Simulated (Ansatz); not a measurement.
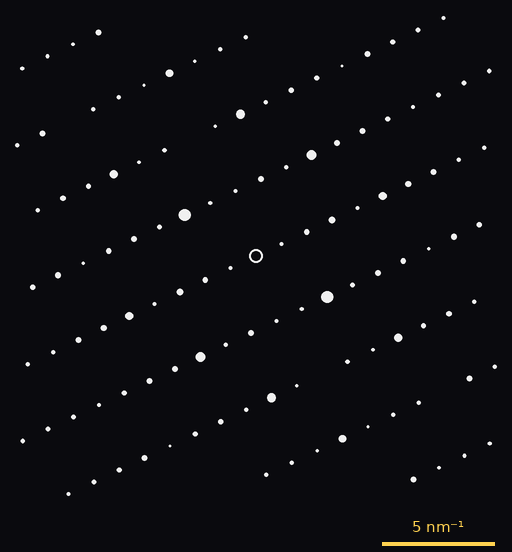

Simulated selected-area electron diffraction pattern (80 kV, kinematic approximation, thin crystal, B = 0.8 Å² for all atoms).

> Read the repeat vectors of the pattern off the scale bar.

The spots form an oblique net whose two shortest vectors correspond to d = 7.97 Å and 3.29 Å, 82.1° apart.

> What is the point symmetry of the pattern, intensities included?

2. A zero-layer kinematic pattern is always centrosymmetric (Friedel's law).

> Which crystal and zone produced it?

This cannot be fixed from one zone alone; the pattern is [100] of Zn₂Se₃, space group R-3m (No. 166), a = 3.833 Å, c = 23.915 Å (hexagonal axes). The net vectors are 0 0 3 (weak) and 0 -1 1 (weak). Structure: coordinates from a relaxation with DFT PBE, scalar-relativistic, plane waves, PAW in Ansatz 0.2.0; the starting structure was generated, so it need not be a known form of this composition.
